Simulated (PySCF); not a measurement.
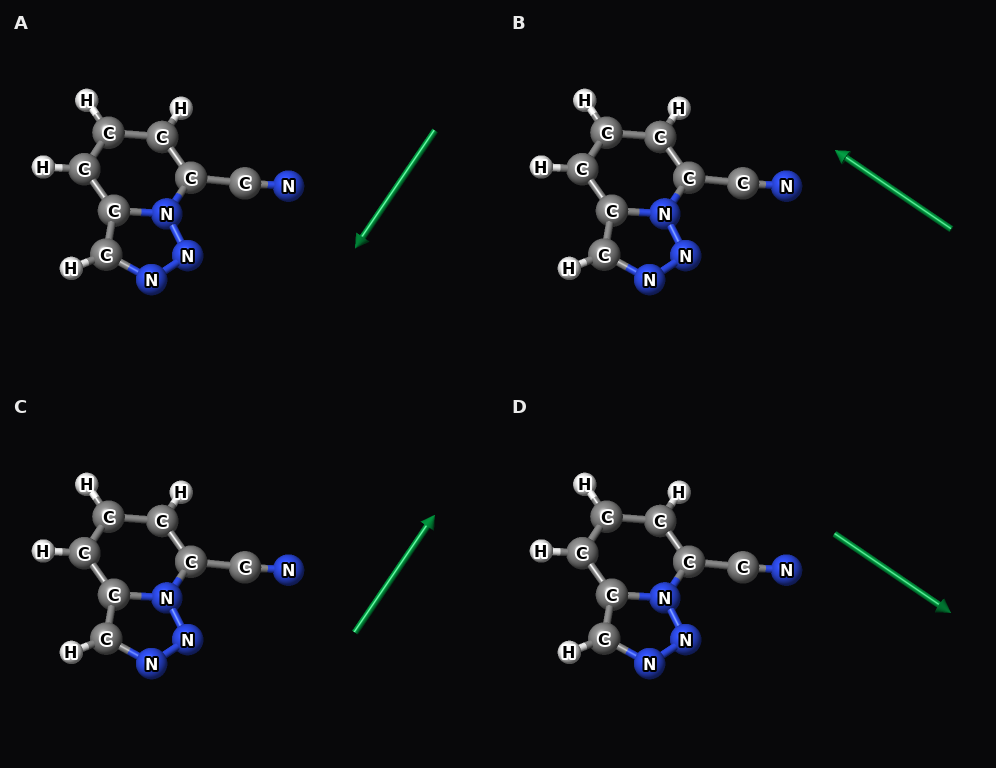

The same molecule four times, each with an arrow. Computed geometry: GFN2-xTB optimisation. No frequency run is at hand to confirm it as a minimum. Method: PBE0/pcSseg-1, gas phase (PySCF 2.14.0).

**Which arrow points along the dipole moment, from the negative to the positive end?**

B. The dipole moment is 7.13 D.
